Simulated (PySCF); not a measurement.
The calculation's input:

```
{"job": {"kind": "nmr", "xc": "PBE0", "basis": "pcSseg-1"}, "charge": 0, "multiplicity": 1}
C     -2.273745    -0.440953    -1.432665
Si    -0.763562     0.088083    -0.361657
Si    -1.635007     0.887534     1.656768
Si     0.408893     1.702107    -1.584437
Si     0.569767    -1.823998    -0.012922
Si     2.520733    -1.202903     1.022535
O      2.180391     0.398024     1.135592
H     -1.956947    -0.863975    -2.381763
H     -2.924153     0.401584    -1.651787
H     -2.872853    -1.192419    -0.926141
H     -0.578235     1.431581     2.512800
H     -2.621409     1.963236     1.498053
H     -2.310099    -0.146419     2.451509
H      1.405436     1.111382    -2.486237
H     -0.439060     2.544458    -2.437981
H      1.136069     2.628959    -0.714157
H     -0.118206    -2.861752     0.780921
H      0.867745    -2.549186    -1.263940
H      3.789880    -1.356878     0.298171
H      2.808447    -1.712680     2.370197
H      2.796997     1.011158     1.526671
```

Launched as:

```sh
OMP_NUM_THREADS=1 python probes_run.py task.json out
```

Geometry: GFN2-xTB.

Computed with PBE0/pcSseg-1, SCF density, gas phase, non-relativistic (PySCF 2.14.0).

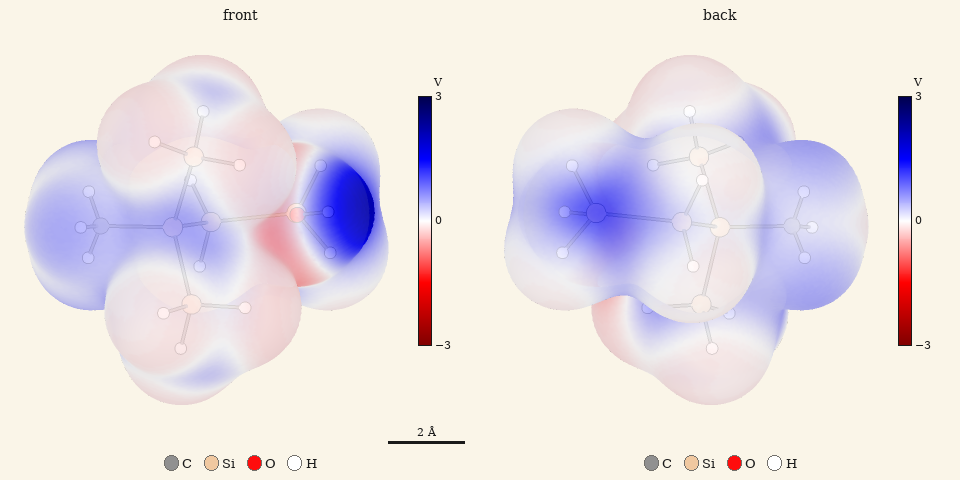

CH₁₄OSi₅ (SMILES C[Si]([SiH3])([SiH3])[SiH2][SiH2]O). The molecular electrostatic potential painted on the density surface at 0.001 e/bohr³, seen from the front and from behind; the colour scale runs from red (negative) to blue (positive).

> Describe the electrostatic potential map.

The most negative region (about −0.5 V, or −12 kcal/mol for a unit charge) lies over O7 and H11, the most positive (about +2.0 V, or +46 kcal/mol for a unit charge) over H21.
